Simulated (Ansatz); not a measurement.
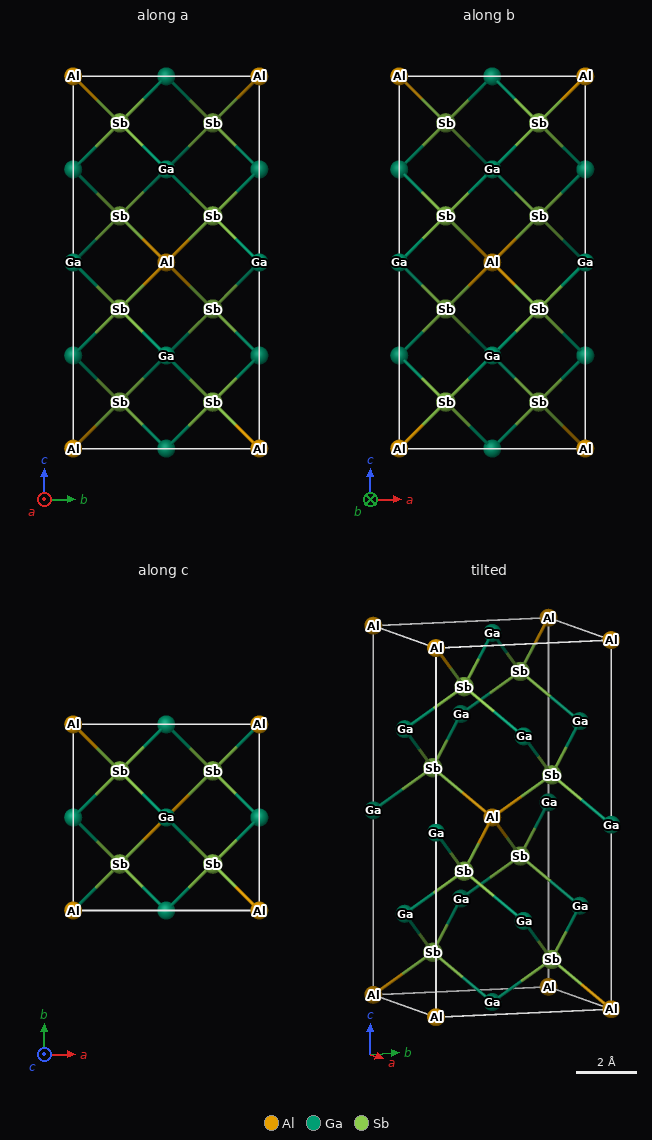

We look at a ball-and-stick model of the crystal along the a axis, along the b axis, along the c axis and slightly off an axis. The lines enclose the conventional unit cell; boundary atoms appear with their images.

Lattice parameters: a = 6.217 Å, b = 6.217 Å, c = 12.434 Å, α = 90.00°, β = 90.00°, γ = 90.00°.

Convert the drawing into a table of Wyckoff sites.

Answer. Space group I-42m (No. 121).
```csv
atom,site,x,y,z
Al,2a,0.0000,0.0000,0.0000
Ga,4d,0.0000,0.5000,0.2500
Ga,2b,0.5000,0.5000,0.0000
Sb,8i,0.2504,0.2504,0.1250
```

Starting structure: a structure type filled with these elements by a generator (whether the compound takes this form wasn't checked). Earlier steps of the study, as a rule a relaxation of our own, may have changed the cell and positions, so they can lie some per cent off the listed ones. A calculation with Ansatz used it as input.
